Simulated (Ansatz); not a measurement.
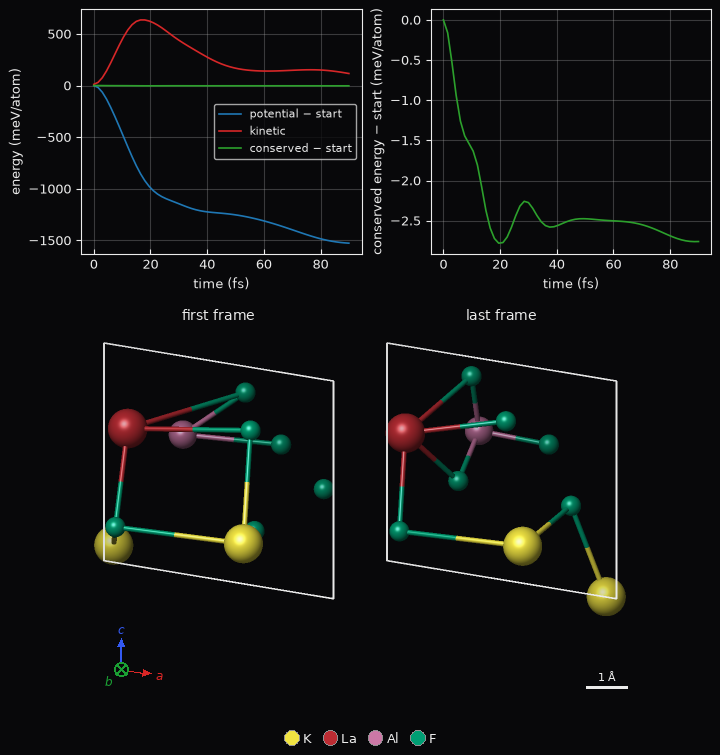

First-principles dynamics of an amorphous cell of composition K2LaAlF6 (10 atoms in the cell), 90 fs long. The picture is a ball-and-stick view of the simulation cell, seen along the b axis. Bonds to atoms that aren't drawn are left out.

All numbers below come from Ansatz 0.2.0, DFT, PAW plane waves, PBE. Run with plane-wave cutoff 420 eV; k-point mesh 3 × 3 × 3; Fermi-Dirac smearing 0.05 eV; Nosé-Hoover thermostat (NVT); set temperature 100 K; time step 1.5 fs.

**How well is the energy conserved, and can the run be trusted?**

The conserved quantity stays between −2.8 and 0 meV per atom of its start. A straight-line fit has a slope that amounts to −1.3 meV per atom over 90 fs (0.5 % of the mean kinetic energy), and the ripple about it is 0.3 % of the kinetic energy's fluctuation. With a drift under 2 % and a ripple under 7 %, the integration is accurate. Over the second half the temperature averages 1290 K (spread ±157 K). That is above the set 100 K, because the structure releases potential energy faster than the thermostat removes it. The potential energy is still drifting at the end, so the run hasn't reached equilibrium. The potential energy in the second half lies on average 1379 meV per atom below the first frame. The first frame is far from relaxed (forces up to 9.9 eV/Å), so much of the motion is the structure settling.

Limits of the set-up: the periodic images lie only 5.3 Å apart, so the values are limited by the cell's size.
